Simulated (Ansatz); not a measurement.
Input

```
crystal:
  periodic: [false, false, false]
  atoms:
    - {symbol: B, position_ang: [-0.683760, -2.675653, 3.145320]}
    - {symbol: Br, position_ang: [0.448520, -1.961706, 1.807709]}
    - {symbol: Br, position_ang: [-0.948278, -1.785983, 4.794411]}
    - {symbol: H, position_ang: [-1.246502, -3.715694, 2.943332]}
basis:
  gaussian: {orbitals: def2-TZVPD}
hamiltonian: {xc: pbe0}
output: {forces: true, orbitals: {seedname: orbitals}}
```

Command:

```sh
ansatz run input.yaml --threads 2 --pin off --max-ram 5220MiB --events-out events.jsonl --progress --plain --runs-dir runs
```

Geometry: PBE0-D4/def2-SVP.

All numbers below come from Ansatz, isolated molecule in a Gaussian basis; Kohn-Sham density functional theory, functional PBE0.

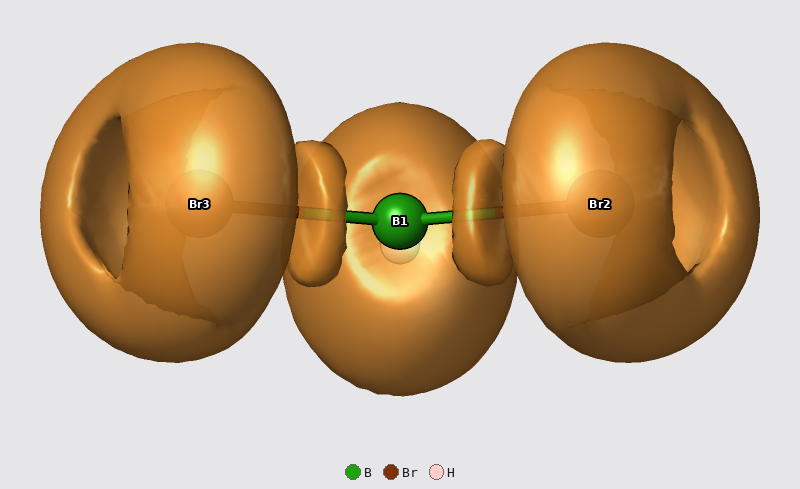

BBr$_{2}$H (SMILES BrBBr). Isosurface of the ELF at 0.8 (orange), seen from one side. Only the valence region is drawn (cores and ρ < 0.01 e/Å³ removed).

### Describe the localisation domains.

At this value the surface marks out two regions between bonded B–Br atoms (shared pairs), one region around a hydrogen nucleus and two rings or bowls of non-bonding electrons around Br. Along the contacts the grid gives the following. B–Br (1.89 Å): the ELF peaks at about 0.90 between the atoms, as expected for a polar covalent bond. B–H (1.20 Å): the ELF climbs to about 1 towards the hydrogen, as it does in any bond to H: a covalent bond by its length.
